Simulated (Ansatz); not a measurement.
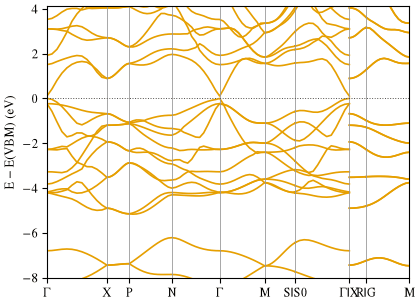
Band structure from DFT-r²SCAN in the program Ansatz with PAW potentials

Task: Read off the gap and where the band edges lie.

Result: About 0.1 eV (0.10 eV by a search for the band edges); maximum at Γ, minimum at Γ.

The material is CdGeAs$_{2}$ (chalcopyrite, I-42d).

Symmetry was held in the r²SCAN relaxation. Scalar-relativistic: spin–orbit coupling is off unless named, which matters more the heavier the elements.

Potentials: the later of the program's two PAW sets.
